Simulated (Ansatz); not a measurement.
**GeH2ClF3: molecular dynamics (part 3 of 3)**

The same run, continued: GeH2ClF3; RKS B3LYP/def2-SVP (Ansatz 0.2.0). It belongs to a series of runs on one base structure; here: dynamics from the highest image of the converged band.

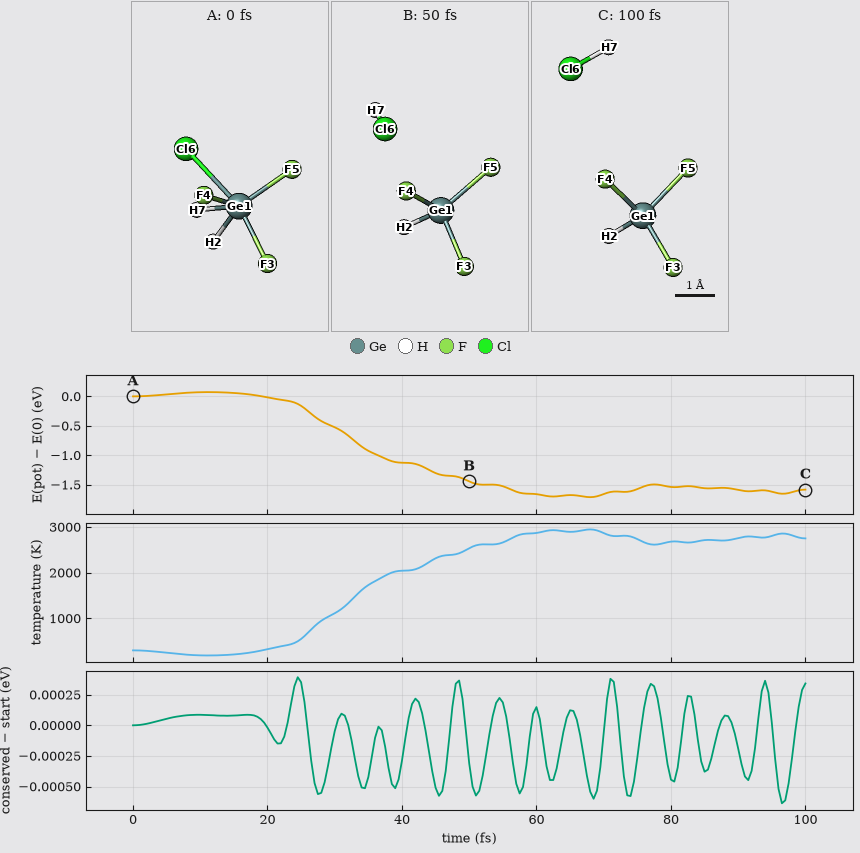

**Figure 1.** Frames of the molecular dynamics (ball-and-stick, seen at a tilt) above the curves, on which the letters mark them. The trajectory kept here has 201 frames over 100 fs. The temperature starts at 300 K, ranges from 188 to 2947 K and averages 2767 K over the second half. The potential energy ends 1.583 eV below its first value. The conserved quantity stays within 0.001 eV. After an unweighted best fit of the last frame on the first, the root-mean-square displacement is 1.46 Å, and H7 has moved furthest (2.87 Å).

```
Total energy: -77210.68119478 eV, -2837.4401986287 hartree
Atom 0 at     0.365724    -0.039512    -0.041423 Å, force    -1.725340    -0.026759    -0.667770 eV/Å
Atom 1 at     0.809504     0.119520     1.357440 Å, force     0.177420    -0.349331     0.953827 eV/Å
Atom 2 at     1.785141     0.078639    -0.987471 Å, force     0.117572     0.134891    -0.505430 eV/Å
Atom 3 at    -0.884931     1.133302    -0.294486 Å, force     0.604573     0.378016    -0.201260 eV/Å
Atom 4 at    -0.583250    -1.351923    -0.674901 Å, force     0.773464    -0.127132     0.399315 eV/Å
Atom 5 at    -3.721108     0.160739     1.405077 Å, force    -0.524372    -0.571312    -1.447837 eV/Å
Atom 6 at    -4.141024    -0.287462     0.199782 Å, force     0.576682     0.561627     1.469154 eV/Å
Dipole moment:     0.136647    -0.101483     0.223814 e Å
```

Trajectory as extended XYZ (Å, eV, eV/Å), 14 of the 201 frames kept, from step=0 to step=200:
```
7
Properties=species:S:1:pos:R:3:forces:R:3 step=0 time_fs=0.0 energy=-77209.09756 temperature=300.0
Ge   -0.2695    0.0000   -0.0003    0.0012   0.0000  -0.0035
H     0.0496    0.0000    1.7256   -0.0041   0.0000  -0.0014
F     1.4602    0.0000   -0.1217    0.0050   0.0000   0.0007
F    -0.6331    1.4722   -0.8053   -0.0009  -0.0048   0.0007
F    -0.6331   -1.4722   -0.8053   -0.0009   0.0048   0.0007
Cl   -2.4237    0.0000    1.1438   -0.0049   0.0000   0.0015
H    -0.9205    0.0000    1.8219    0.0044   0.0000   0.0012
7
Properties=species:S:1:pos:R:3:forces:R:3 step=15 time_fs=7.5 energy=-77209.04004 temperature=211.1
Ge   -0.2715   -0.0014    0.0097   -0.4641  -0.1954   0.4531
H    -0.0092   -0.1496    1.7520    0.1735  -0.0594  -0.1251
F     1.4244    0.0232   -0.1447    1.0014   0.0006  -0.0304
F    -0.6212    1.4684   -0.8004   -0.1423   0.1500  -0.0748
F    -0.6426   -1.4758   -0.7866   -0.0391  -0.0498  -0.0862
Cl   -2.3978    0.0038    1.1202   -0.5758   0.0017   0.2385
H    -1.0055   -0.1826    1.8980    0.0463   0.1523  -0.3750
7
Properties=species:S:1:pos:R:3:forces:R:3 step=31 time_fs=15.5 energy=-77209.04365 temperature=216.7
Ge   -0.2762   -0.0044    0.0236    0.6802  -0.3947   0.1840
H     0.0141   -0.3294    1.6899    0.0467   0.1370  -0.3982
F     1.4158    0.0480   -0.1706    1.1526   0.0372  -0.1933
F    -0.6131    1.4684   -0.7971   -0.2918   0.0725   0.0196
F    -0.6541   -1.4809   -0.7693   -0.1321  -0.0125  -0.1782
Cl   -2.3798    0.0079    1.0993   -1.1601   0.0541   0.5671
H    -1.0875   -0.2977    1.7976   -0.2955   0.1064  -0.0010
7
Properties=species:S:1:pos:R:3:forces:R:3 step=46 time_fs=23.0 energy=-77209.17253 temperature=416.0
Ge   -0.2745   -0.0102    0.0372    3.2100  -0.2269  -1.3133
H     0.0716   -0.4291    1.4731    0.0256   0.1879   0.6776
F     1.4403    0.0725   -0.2013    0.6443   0.1143  -0.6088
F    -0.6143    1.4701   -0.7932   -0.4963  -0.2114   0.1984
F    -0.6691   -1.4859   -0.7588   -0.3640   0.0710  -0.4249
Cl   -2.3827    0.0128    1.0882   -3.1367   0.4766   0.2457
H    -1.3245   -0.3568    1.7254    0.1171  -0.4116   1.2254
7
Properties=species:S:1:pos:R:3:forces:R:3 step=62 time_fs=31.0 energy=-77209.68288 temperature=1205.8
Ge   -0.2484   -0.0185    0.0436    3.5817  -0.4556   0.1842
H     0.1157   -0.4133    1.5302   -0.3980   0.4523  -0.3735
F     1.4850    0.1015   -0.2515   -0.2353  -0.0377  -0.5231
F    -0.6305    1.4653   -0.7830   -0.5173  -0.4654   0.3043
F    -0.6954   -1.4885   -0.7598   -0.2215   0.3408  -0.2910
Cl   -2.4277    0.0231    1.0848   -1.0195  -0.5376   1.9150
H    -1.7090   -0.5433    2.1011   -1.1901   0.7033  -1.2158
7
Properties=species:S:1:pos:R:3:forces:R:3 step=77 time_fs=38.5 energy=-77210.19871 temperature=2003.0
Ge   -0.1972   -0.0290    0.0483    2.7069  -0.0250  -0.6879
H    -0.0030   -0.2023    1.5322    0.1224   0.0479   0.2845
F     1.5222    0.1275   -0.3140   -0.4992  -0.3033  -0.3062
F    -0.6608    1.4470   -0.7644   -0.4768  -0.7028   0.4062
F    -0.7263   -1.4807   -0.7688    0.1130   0.7016   0.1042
Cl   -2.4960    0.0312    1.0996   -2.1815   0.4364   0.0938
H    -2.4270   -0.5742    2.2354    0.2151  -0.1547   0.1054
7
Properties=species:S:1:pos:R:3:forces:R:3 step=92 time_fs=46.0 energy=-77210.43496 temperature=2368.5
Ge   -0.1260   -0.0399    0.0492    1.2699   0.4798  -0.1518
H    -0.0880    0.0570    1.5889    0.2711  -0.2966  -0.5518
F     1.5467    0.1450   -0.3853   -0.0650  -0.4749  -0.1854
F    -0.7045    1.4095   -0.7348   -0.3427  -0.6636   0.2899
F    -0.7539   -1.4537   -0.7750    0.4373   0.7568   0.4461
Cl   -2.5971    0.0418    1.1234   -1.7196   0.3583   0.1120
H    -3.0345   -0.5521    2.1842    0.1491  -0.1598   0.0411
7
Properties=species:S:1:pos:R:3:forces:R:3 step=108 time_fs=54.0 energy=-77210.59911 temperature=2623.6
Ge   -0.0401   -0.0476    0.0467   -0.4787   0.6427  -1.1830
H    -0.0357    0.1579    1.5115    0.0303  -0.3902   0.7690
F     1.5725    0.1493   -0.4682    0.7783  -0.4028  -0.3609
F    -0.7617    1.3494   -0.6944   -0.1377  -0.3315   0.1291
F    -0.7700   -1.4024   -0.7684    0.5701   0.3474   0.4661
Cl   -2.7330    0.0569    1.1552   -1.8627  -0.4605   1.1767
H    -3.6009   -0.5423    2.0031    1.1004   0.5950  -0.9969
7
Properties=species:S:1:pos:R:3:forces:R:3 step=123 time_fs=61.5 energy=-77210.78856 temperature=2915.9
Ge    0.0378   -0.0497    0.0388   -0.9543   0.7406   0.6170
H     0.0477    0.0273    1.5982    0.0204  -0.2945  -0.7511
F     1.6171    0.1418   -0.5559    0.7919  -0.2218  -0.3287
F    -0.8192    1.2834   -0.6520    0.1265   0.1071   0.1902
F    -0.7691   -1.3447   -0.7493    0.3913  -0.4175   0.1237
Cl   -2.8795    0.0717    1.1922    0.1304   0.4826  -0.1302
H    -3.9145   -0.4845    1.6752   -0.5062  -0.3965   0.2791
7
Properties=species:S:1:pos:R:3:forces:R:3 step=138 time_fs=69.0 energy=-77210.79455 temperature=2924.9
Ge    0.1092   -0.0467    0.0321   -0.4578   0.4496  -0.8257
H     0.1452   -0.2340    1.5072    0.1278   0.1015   0.6284
F     1.6821    0.1278   -0.6521   -0.0969  -0.0685   0.0430
F    -0.8731    1.2203   -0.6040    0.4407   0.5136   0.3324
F    -0.7571   -1.2986   -0.7269    0.1769  -1.0390  -0.3022
Cl   -3.0335    0.0892    1.2304   -0.0509   0.2099   0.0843
H    -4.1775   -0.4730    1.3846   -0.1397  -0.1673   0.0397
7
Properties=species:S:1:pos:R:3:forces:R:3 step=154 time_fs=77.0 energy=-77210.59643 temperature=2619.7
Ge    0.1815   -0.0403    0.0214   -0.0962  -0.4450  -0.0228
H     0.3177   -0.4374    1.5319    0.0541   0.6482  -0.6533
F     1.7481    0.1107   -0.7531   -0.9114   0.0660   0.4191
F    -0.9165    1.1689   -0.5423    0.7600   0.7236   0.4564
F    -0.7379   -1.2805   -0.7114    0.2982  -1.0029  -0.3077
Cl   -3.2029    0.1093    1.2744   -1.5366  -0.6277  -0.1580
H    -4.3916   -0.4824    1.0349    1.4320   0.6377   0.2662
7
Properties=species:S:1:pos:R:3:forces:R:3 step=169 time_fs=84.5 energy=-77210.65045 temperature=2702.3
Ge    0.2478   -0.0368    0.0080   -0.7499  -0.4180  -1.8248
H     0.5216   -0.3426    1.4315    0.1134   0.1883   0.8167
F     1.7850    0.0965   -0.8366   -1.0505   0.1350   0.3987
F    -0.9350    1.1411   -0.4713    1.0157   0.6055   0.4320
F    -0.7105   -1.2921   -0.7052    0.7171  -0.5042   0.0896
Cl   -3.3698    0.1263    1.3164    0.3267   0.2633   0.3713
H    -4.3654   -0.4225    0.7425   -0.3725  -0.2699  -0.2835
7
Properties=species:S:1:pos:R:3:forces:R:3 step=185 time_fs=92.5 energy=-77210.70260 temperature=2783.1
Ge    0.3130   -0.0368   -0.0165   -0.9841  -0.3620   0.1889
H     0.7485   -0.0857    1.4979   -0.4211  -0.0540  -0.8431
F     1.7932    0.0853   -0.9142   -0.5339   0.1283  -0.0133
F    -0.9235    1.1304   -0.3827    0.9658   0.4284   0.1824
F    -0.6590   -1.3205   -0.6956    0.9639  -0.1282   0.4328
Cl   -3.5499    0.1444    1.3616    0.3643   0.2799   0.5862
H    -4.2953   -0.3626    0.4689   -0.3549  -0.2923  -0.5339
7
Properties=species:S:1:pos:R:3:forces:R:3 step=200 time_fs=100.0 energy=-77210.68095 temperature=2750.5
Ge    0.3657   -0.0395   -0.0414   -1.7253  -0.0268  -0.6678
H     0.8095    0.1195    1.3574    0.1774  -0.3493   0.9538
F     1.7851    0.0786   -0.9875    0.1176   0.1349  -0.5054
F    -0.8849    1.1333   -0.2945    0.6046   0.3780  -0.2013
F    -0.5833   -1.3519   -0.6749    0.7735  -0.1271   0.3993
Cl   -3.7211    0.1607    1.4051   -0.5244  -0.5713  -1.4478
H    -4.1410   -0.2875    0.1998    0.5767   0.5616   1.4692
```

This output came from the following input.

Input:
```yaml
crystal:
  periodic: [false, false, false]
  atoms:
    - { symbol: Ge, position_ang: [-0.269503, -1.0e-06, -0.000287] }
    - { symbol: H, position_ang: [0.049602, 5.0e-06, 1.725617] }
    - { symbol: F, position_ang: [1.460175, -3.0e-06, -0.121664] }
    - { symbol: F, position_ang: [-0.633066, 1.472237, -0.805296] }
    - { symbol: F, position_ang: [-0.633067, -1.472236, -0.805302] }
    - { symbol: Cl, position_ang: [-2.423747, -5.0e-06, 1.14384] }
    - { symbol: H, position_ang: [-0.920492, 3.0e-06, 1.821894] }
basis:
  gaussian: { orbitals: def2-SVP }
hamiltonian:
  xc: b3lyp
md:
  timestep: 0.5
  n_steps: 200
  ensemble: nve
  temperature: 300.0
  initial_velocities: maxwell_boltzmann
  seed: 2290
```

Command:
```bash
ansatz run input.yaml --threads 2 --pin off --max-ram 3072MiB --backend cpu --events-out ev --progress --plain --runs-dir out
```

Key numbers:

- outcome: finished
- mean temperature over the second half: 2767 K
- trajectory: 200 steps, 100 fs
- ensemble: nve
- temperature in the input: 300.0 K
- time step: 0.5 fs
- potential energy (last step): −77210.6812 eV
- mean-field energy (last step): −77210.6812 eV
- largest force (length of the vector) (last step): 1.850 eV/Å
- hardware: 2 threads of Arm Neoverse V2, 24 GiB of memory available, shared host
- wall time: 7.2 min (CPU time 14 min)
- peak memory: 0.24 GiB

Remarks:

So short a trajectory is not equilibrated.
